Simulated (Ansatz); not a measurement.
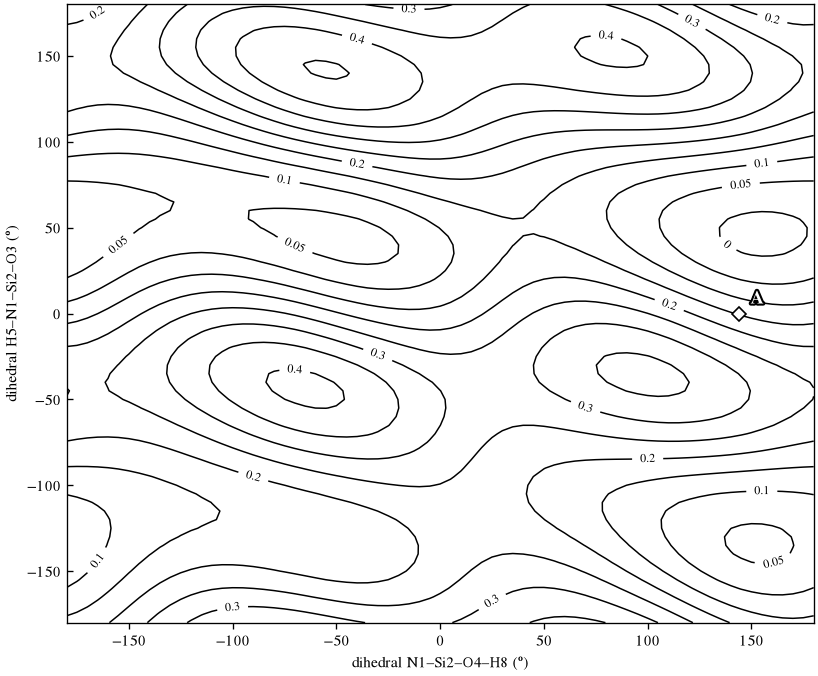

H4NO2Si, SMILES N[Si](O)O, spin multiplicity 2. The first coordinate is: dihedral N1–Si2–O4–H8; the second: dihedral H5–N1–Si2–O3. Nothing is relaxed (all other coordinates rigid). The grid has 10 × 10 points. All energies are given in eV relative to the lowest grid point. Computed with UKS PBE-D4/def2-TZVP in Ansatz.

In the figure: contour lines labelled in eV (none above 0.45), the point A. Between grid points the surface is interpolated.

Which way does the force act at A, and how strong is it?

A, at dihedral N1–Si2–O4–H8 = 144°, dihedral H5–N1–Si2–O3 = 0°, is not a stationary point. The computed force is 0.0019 eV for each degree towards larger values of dihedral N1–Si2–O4–H8 and 0.0054 eV for each degree towards larger values of dihedral H5–N1–Si2–O3.
